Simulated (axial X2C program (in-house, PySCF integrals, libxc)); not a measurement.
# All-electron X2C curves of WNa

Aim: find the lowest determinant of WNa, scan the bond at several levels and fit the constants, once spin-free and once with spin–orbit coupling.

The runs use an in-house X2C program for linear molecules on PySCF integrals; all-electron X2C, W dyall-cv3z, Na dyall-cv3z.

All values are calculated.

### Step 1. The job

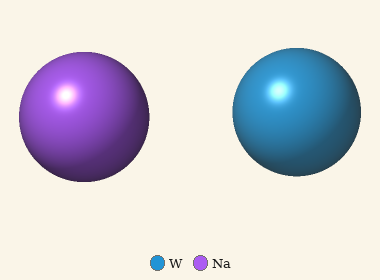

The two atoms at 2.920 Å (tungsten blue, sodium purple).

task.json reads:

```json
{"zs": [74, 11], "q": 0, "bas": ["dyall-cv3z", "dyall-cv3z"], "levels": ["PBE0", "HF", "PBE", "BP86", "TPSS"], "cc": true, "r0": 2.92, "thr": -2.0, "nmax": 140}
```

Keys: zs atomic numbers; q charge; bas basis sets; levels methods (HF also brings MP2); cc coupled cluster on or off; r0 starting distance in Å; thr threshold in hartree for freezing inner shells (an s shell follows its p shell); nmax most natural virtual spinors.

The run is started by

```bash
> python so2c.py task.json out
```

Spin-free means the one-electron spin-free X2C Hamiltonian; two-component (2c) means X2C with spin–orbit coupling and atomic mean-field two-electron Coulomb and Gaunt terms. Basis: W dyall-cv3z contracted to [13s14p9d7f4g], Na dyall-cv3z contracted to [9s8p5d2f]; Gaussian nuclei, density fitting. Masses: W 183.951 u, Na 22.990 u.

Notation: σ, π±, δ± give the projection m of an orbital's angular momentum (0, ±1, ±2), α and β its spin, Λ and M_S the sums; ω is the projection of a spinor's total angular momentum and Ω the sum. Logs are in hartree.

The results follow Hamiltonian by Hamiltonian and level by level.

### Step 2. Search for the lowest determinant

Determinants are compared with PBE0 at 2.920 Å.

Spin-free determinants:

```tsv
ΔE (eV)	state	open shells
0.00	M_S = 5/2, Λ = 0	beyond closed shells: σα, π+α, π-α, δ+α, δ-α
0.94	M_S = 7/2, Λ = 0	beyond closed shells: 3 × σα, π+α, π-α, δ+α, δ-α
1.40	M_S = 3/2, Λ = 0	beyond closed shells: σβ, π+α, π-α, δ+α, δ-α
1.55	M_S = 3/2, Λ = 2	beyond closed shells: π+α, π-α, δ+α
1.56	M_S = 5/2, Λ = 1	beyond closed shells: 2 × σα, π+α, δ+α, δ-α
1.61	M_S = 5/2, Λ = 2	beyond closed shells: 2 × σα, π+α, π-α, δ+α
1.62	M_S = 3/2, Λ = 1	beyond closed shells: π+α, δ+α, δ-α
```

Two-component determinants:

```tsv
ΔE (eV)	state	open shells
0.00	Ω = 5/2	excess of +ω over −ω: ω = 5/2
0.95	Ω = 7/2	excess of +ω over −ω: 2 × ω = 1/2, ω = 5/2
1.24	Ω = 1/2	excess of +ω over −ω: ω = 1/2
1.40	Ω = 3/2	excess of +ω over −ω: ω = 1/2, ω = -3/2, ω = 5/2
1.43	Ω = 3/2	excess of +ω over −ω: 2 × ω = -1/2, ω = 5/2
1.48	Ω = 1/2	excess of +ω over −ω: ω = -1/2, ω = -3/2, ω = 5/2
1.71	Ω = 1/2	excess of +ω over −ω: 2 × ω = 3/2, ω = -5/2
```

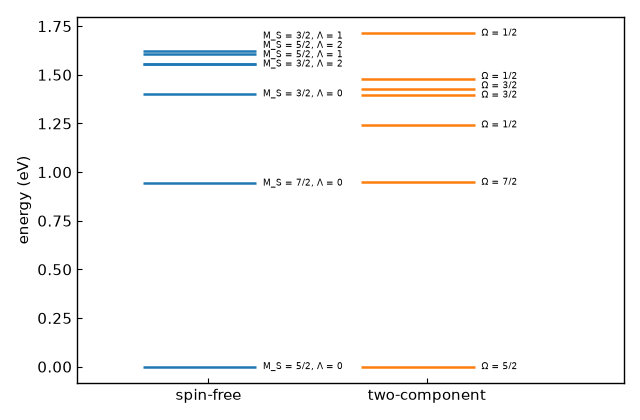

The determinants found, each set from its own lowest.

### Step 3. PBE0, spin-free

State followed: M_S = 5/2, Λ = 0 (beyond closed shells: σα, π+α, π-α, δ+α, δ-α). The scan is laid around 2.942 Å, a first estimate of the minimum, and this SCF restarts from the orbitals of the search.

The SCF at the reference distance of 2.942 Å:

```text
spin-free X2C-1e  PBE0
basis functions 257  fitting functions 1216  grid points 5086
iter        total energy     max residual
   1     -16305.762798540     2.33e+00
   2     -16305.912318411     2.21e-03
   3     -16305.912241625     3.37e-03
   4     -16305.912486146     6.13e-04
   5     -16305.912493043     1.88e-04
   6     -16305.912493342     9.67e-05
   7     -16305.912493519     2.63e-05
   8     -16305.912493550     1.27e-05
   9     -16305.912493571     5.82e-06
  10     -16305.912493579     2.69e-06
  11     -16305.912493580     5.95e-07
converged
one-electron -22679.28828903  Coulomb 6569.98350666  exact exchange -84.39396228  xc functional -258.62783788  nuclear repulsion 146.41408895
```

Along the bond, energies from the lowest point:

```csv
R (Å),E (eV),μ (D),HOMO (eV),LUMO (eV),iterations
2.559,0.2396,3.80,-4.22,-1.54,14
2.677,0.1005,3.97,-4.20,-1.56,13
2.765,0.0406,4.09,-4.18,-1.59,13
2.854,0.0095,4.20,-4.17,-1.61,13
2.942,0.0000,4.30,-4.15,-1.64,11
3.045,0.0126,4.39,-4.12,-1.67,13
3.148,0.0417,4.47,-4.10,-1.69,13
3.280,0.0973,4.52,-4.08,-1.72,13
3.442,0.1806,4.52,-4.04,-1.75,13
3.678,0.3125,4.40,-4.00,-1.81,13
4.001,0.4819,4.01,-3.95,-1.90,13
4.413,0.6510,3.28,-3.88,-1.96,12
```

Dipoles are positive if Na is the positive end.

Outer orbitals at the reference distance:

```csv
symmetry,occupied,ε (eV),atomic character
σβ,yes,-33.84,100% W f
π-β,yes,-33.84,100% W f
π+β,yes,-33.84,100% W f
δ+β,yes,-33.82,100% W f
δ-β,yes,-33.82,100% W f
φ-β,yes,-33.81,100% W f
φ+β,yes,-33.81,100% W f
π-β,yes,-32.07,100% Na p
π+β,yes,-32.07,100% Na p
π-α,yes,-32.05,100% Na p
π+α,yes,-32.05,100% Na p
σβ,yes,-32.04,100% Na p
σα,yes,-32.04,100% Na p
σα,yes,-5.83,"66% W s, 17% Na s, 13% Na p"
σα,yes,-4.49,"93% W d, 2% Na s, 2% W s"
π+α,yes,-4.46,"96% W d, 2% Na p"
π-α,yes,-4.46,"96% W d, 2% Na p"
δ-α,yes,-4.39,100% W d
δ+α,yes,-4.39,100% W d
σβ,yes,-4.15,"49% Na s, 39% W s, 5% Na p"
σα,no,-1.64,"46% Na s, 35% W p, 12% Na p"
σβ,no,-1.53,"45% Na p, 22% Na s, 18% W s"
π-α,no,-0.67,"62% W p, 36% Na p"
π+α,no,-0.67,"62% W p, 36% Na p"
```

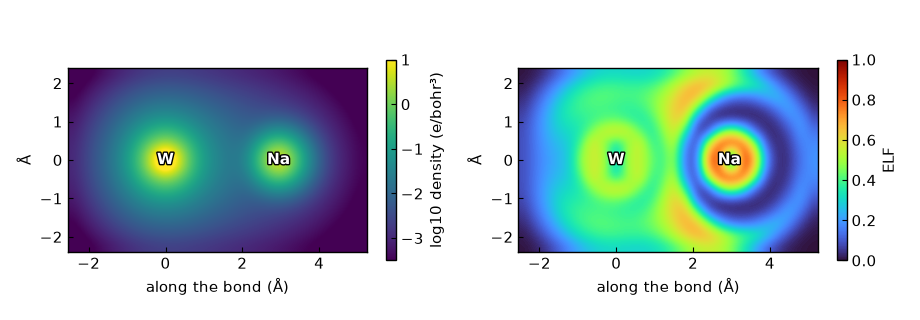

PBE0 fields in a plane through the axis, from a grid of 0.3 Å; W lies at z = 0 and Na at z = 2.942 Å; the ELF is damped to zero where the density is low.

Re = 2.938 Å, ωe = 175.3 cm⁻¹, Be = 0.09557 cm⁻¹, De = 0.910 eV, μ = 4.29 D.

### Step 4. HF, spin-free

Output at 2.942 Å:

```text
spin-free X2C-1e  HF
basis functions 257  fitting functions 1216  grid points 5086
iter        total energy     max residual
   1     -16300.466542532     9.94e-01
   2     -16300.511860998     2.17e-02
   3     -16300.515037464     2.63e-02
   4     -16300.518690623     3.29e-03
   5     -16300.520063369     2.69e-03
   6     -16300.521210314     1.66e-03
   7     -16300.521698672     6.69e-04
   8     -16300.521772987     2.62e-04
   9     -16300.521785915     1.05e-04
  10     -16300.521788399     4.87e-05
  11     -16300.521789140     3.80e-05
  12     -16300.521789591     2.42e-05
  13     -16300.521789702     9.19e-06
  14     -16300.521789713     4.64e-06
  15     -16300.521789716     2.26e-06
  16     -16300.521789716     7.45e-07
converged
one-electron -22681.15902721  Coulomb 6572.09712224  exact exchange -337.87397370  xc functional 0.00000000  nuclear repulsion 146.41408895
```

Re = 3.401 Å, ωe = 77.8 cm⁻¹, ωexe = 1.68 cm⁻¹, Be = 0.07131 cm⁻¹, De = 0.102 eV, μ = 0.43 D.

### Step 5. PBE, spin-free

The SCF at the reference distance of 2.942 Å:

```text
spin-free X2C-1e  PBE
basis functions 257  fitting functions 1216  grid points 5086
iter        total energy     max residual
   1     -16306.138702048     3.32e-01
   2     -16306.141420045     1.91e-02
   3     -16306.122898402     3.95e-02
   4     -16306.144584286     5.88e-03
   5     -16306.144813796     4.06e-03
   6     -16306.145264572     4.17e-04
   7     -16306.145269680     1.18e-04
   8     -16306.145270162     1.01e-04
   9     -16306.145270751     1.02e-05
  10     -16306.145270777     8.63e-06
  11     -16306.145270778     7.49e-07
converged
one-electron -22676.69690050  Coulomb 6567.29949161  exact exchange 0.00000000  xc functional -343.16195084  nuclear repulsion 146.41408895
```

Re = 2.931 Å, ωe = 179.5 cm⁻¹, Be = 0.09603 cm⁻¹, De = 1.13 eV, μ = 4.53 D.

### Step 6. BP86, spin-free

The SCF at the reference distance of 2.942 Å:

```text
spin-free X2C-1e  BP86
basis functions 257  fitting functions 1216  grid points 5086
iter        total energy     max residual
   1     -16308.294139620     2.46e-01
   2     -16308.298506700     1.73e-02
   3     -16308.286361069     3.52e-02
   4     -16308.300999397     4.75e-03
   5     -16308.300411623     6.81e-03
   6     -16308.301462450     2.38e-04
   7     -16308.301465263     8.36e-05
   8     -16308.301466344     4.39e-05
   9     -16308.301466522     3.46e-05
  10     -16308.301466561     5.96e-06
  11     -16308.301466562     1.34e-06
converged
one-electron -22677.10737579  Coulomb 6567.73213294  exact exchange 0.00000000  xc functional -345.34031266  nuclear repulsion 146.41408895
```

Re = 2.928 Å, ωe = 180.1 cm⁻¹, Be = 0.09622 cm⁻¹, De = 1.18 eV, μ = 4.90 D.

### Step 7. TPSS, spin-free

The SCF at the reference distance of 2.942 Å:

```text
spin-free X2C-1e  TPSS
basis functions 257  fitting functions 1216  grid points 5086
iter        total energy     max residual
   1     -16305.752841763     2.47e-01
   2     -16305.752924742     2.40e-02
   3     -16305.738024102     4.42e-02
   4     -16305.756474655     6.07e-03
   5     -16305.757447290     9.76e-04
   6     -16305.757477979     8.95e-05
   7     -16305.757478439     7.88e-05
   8     -16305.757478807     1.19e-05
   9     -16305.757478835     5.97e-06
  10     -16305.757478836     3.00e-06
converged
one-electron -22676.12618457  Coulomb 6566.72803891  exact exchange 0.00000000  xc functional -342.77342213  nuclear repulsion 146.41408895
```

Re = 2.962 Å, ωe = 173.5 cm⁻¹, Be = 0.09405 cm⁻¹, De = 1.17 eV, μ = 4.63 D.

### Step 8. Correlated methods, spin-free

Correlated methods: 29 electrons correlated (frozen shells, counted by type: W 5 s, 4 p, 2 d; Na 1 s), 337 virtual spinors in MP2.

Output of the correlated part at 2.942 Å:

```text
correlated 29  virtual 337  natural virtual 139  E(MP2) -0.982277256  MP2 remainder -0.055057593
iter   CCSD correlation   residual
   1     -0.850024609   1.33e-01
   2     -0.874446550   6.12e-02
   3     -0.875033554   3.67e-02
   4     -0.874441148   1.24e-02
   5     -0.874739261   4.94e-03
   6     -0.874840176   1.61e-03
   7     -0.874837151   6.06e-04
   8     -0.874843239   2.93e-04
   9     -0.874831251   1.52e-04
  10     -0.874837038   5.81e-05
  11     -0.874834825   2.53e-05
  12     -0.874835829   1.16e-05
  13     -0.874835617   5.01e-06
  14     -0.874835579   2.57e-06
  15     -0.874835589   1.32e-06
(T) -0.013016446  T1 0.0315  D1 0.1641  max T2 0.073
```

T1 in the output is the amplitude norm over the root of the electron number; divide by √2 for the Lee–Taylor value.

Coupled cluster ran at too few distances for a curve.

MP2: No constants are quoted: the reference is strongly spin-contaminated.

### Step 9. A higher determinant, spin-free

State: M_S = 7/2, Λ = 0 (beyond closed shells: 3 × σα, π+α, π-α, δ+α, δ-α).

Output at the reference distance:

```text
spin-free X2C-1e  PBE0
basis functions 257  fitting functions 1216  grid points 5086
iter        total energy     max residual
   1     -16305.711420647     2.36e+00
   2     -16305.878080030     4.31e-03
   3     -16305.878146953     3.14e-03
   4     -16305.878311750     7.11e-04
   5     -16305.878317376     2.07e-04
   6     -16305.878317945     7.05e-05
   7     -16305.878318018     1.58e-05
   8     -16305.878318024     8.13e-06
   9     -16305.878318025     1.23e-06
converged
one-electron -22676.38576162  Coulomb 6567.14403602  exact exchange -84.41106262  xc functional -258.63961876  nuclear repulsion 146.41408895
```

```csv
R (Å),E above the lowest PBE0 point (eV)
2.559,1.363
2.677,1.172
2.765,1.068
2.854,0.990
2.942,0.930
3.045,0.882
3.148,0.848
3.280,0.823
3.442,0.809
```

No constants are quoted: the lowest point is the long end of the scan.

State: M_S = 3/2, Λ = 0 (beyond closed shells: σβ, π+α, π-α, δ+α, δ-α).

Output at the reference distance:

```text
spin-free X2C-1e  PBE0
basis functions 257  fitting functions 1216  grid points 5086
iter        total energy     max residual
   1     -16305.695312760     2.34e+00
   2     -16305.860860860     2.64e-03
   3     -16305.860265988     5.64e-03
   4     -16305.861183436     8.00e-04
   5     -16305.861200222     3.01e-04
   6     -16305.861202741     1.23e-04
   7     -16305.861203829     1.11e-04
   8     -16305.861204892     5.68e-05
   9     -16305.861206589     7.23e-05
  10     -16305.861207356     1.77e-05
  11     -16305.861207402     5.57e-06
  12     -16305.861207417     2.70e-06
  13     -16305.861207421     1.02e-06
  14     -16305.861207421     2.85e-07
converged
one-electron -22676.28048895  Coulomb 6566.91613354  exact exchange -84.35934273  xc functional -258.55159822  nuclear repulsion 146.41408895
```

```csv
R (Å),E above the lowest PBE0 point (eV)
2.559,1.674
2.677,1.536
2.765,1.470
2.854,1.426
2.942,1.396
3.045,1.376
3.148,1.368
3.280,1.370
3.442,1.381
```

Re = 3.192 Å, ωe = 92.7 cm⁻¹, ωexe = 2.49 cm⁻¹, Be = 0.08096 cm⁻¹, μ = 3.75 D. ⟨S²⟩ = 4.76 against 3.75 for a pure state, so this determinant mixes spins. Te = 1.37 eV.

### Step 10. The spin-free curves together

Energy (eV) of the followed determinant, spin-free, from each level's lowest point:

```csv
R (Å),PBE0,HF,MP2 (spin-contaminated),PBE,BP86,TPSS
2.559,0.240,0.519,0.213,0.239,0.236,0.267
2.677,0.101,0.326,0.087,0.098,0.096,0.118
2.765,0.041,0.222,0.034,0.039,0.037,0.052
2.854,0.009,0.146,0.007,0.008,0.008,0.015
2.942,0.000,0.091,0.000,0.000,0.000,0.000
3.045,0.013,0.047,0.011,0.015,0.016,0.008
3.148,0.042,0.020,0.036,0.047,0.048,0.033
3.280,0.097,0.004,0.080,0.107,0.109,0.085
3.442,0.181,0.000,0.144,0.197,0.200,0.168
3.678,0.312,0.012,0.239,0.344,0.348,0.305
4.001,0.482,0.037,0.351,0.541,0.546,0.493
4.413,0.651,0.064,0.453,0.747,0.753,0.695
```

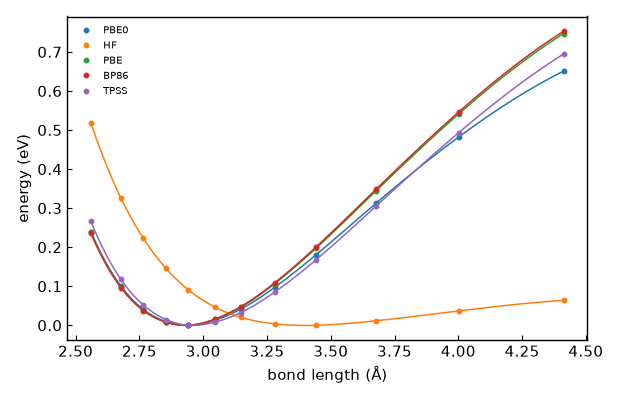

Curves of the followed state, spin-free, each from its own lowest point. Left out: MP2.

[end of part 1 of 2]
